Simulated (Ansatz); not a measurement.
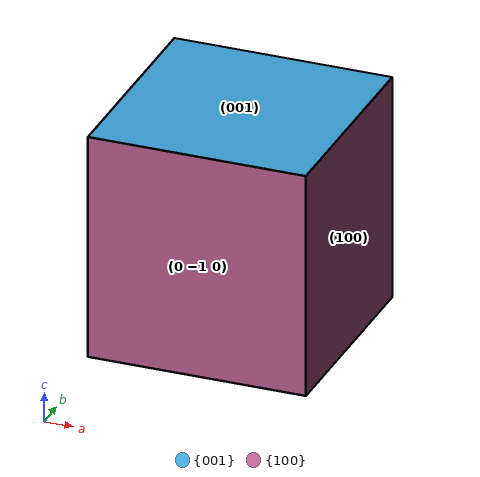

CsHgS, space group P4/mmm (No. 123), a = 5.317 Å, b = 5.317 Å, c = 5.055 Å, α = 90.00°, β = 90.00°, γ = 90.00°. BFDH (Bravais–Friedel–Donnay–Harker) growth shape, computed from the cell and space group alone: each face lies at a distance from the centre proportional to 1/d(hkl), with d taken for the first order that the space group does not extinguish. It ignores bonding, solvent and kinetics. Origin: the geometry relaxed with DFT PBE, scalar-relativistic, plane waves, PAW in Ansatz 0.2.0; the starting structure was generated, so it need not be a known form of this composition. Forms under 0.4 % of the area are left out.

How many faces does the whole crystal have, by form?

6 faces: 4 of {100} and 2 of {001}.

Which form makes up most of the surface, and how much?

{100}, with 4 faces and about 68 % of the area; its spacing is d = 5.317 Å.
